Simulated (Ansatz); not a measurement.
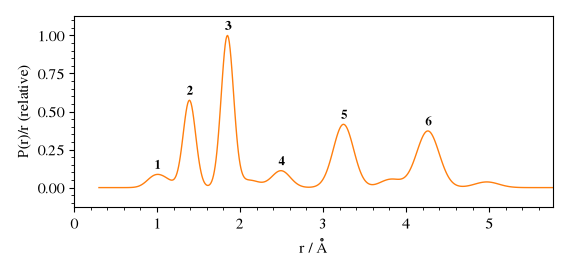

Simulated gas electron diffraction: radial distribution curve of CH2BBrO. Each pair of atoms contributes with weight ZᵢZⱼ/r; damping constant 0.0015 Å²; vibrational amplitudes assumed, not computed: 0.05 Å for bonds, 0.078 Å for bonds to H, 0.06 + 0.015 r up to 0.15 Å for other pairs. The geometry is the end point of an optimisation (RKS B3LYP/def2-SVP (Ansatz)); it may be a saddle point or a higher isomer. SMILES: OC=BBr.

Which pairs of atoms lie under the numbered peaks? Mark bonded pairs by – and others by ···.

Answer. Peak 1, 1.01 Å: O–H 0.97 Å, C–H 1.10 Å, not resolved
Peak 2, 1.39 Å: O–C 1.38 Å, C–B 1.40 Å
Peak 3, 1.85 Å: Br–B 1.85 Å
Peak 4, 2.49 Å: O···B 2.49 Å
Peak 5, 3.25 Å: Br···C 3.25 Å
Peak 6, 4.26 Å: Br···O 4.26 Å
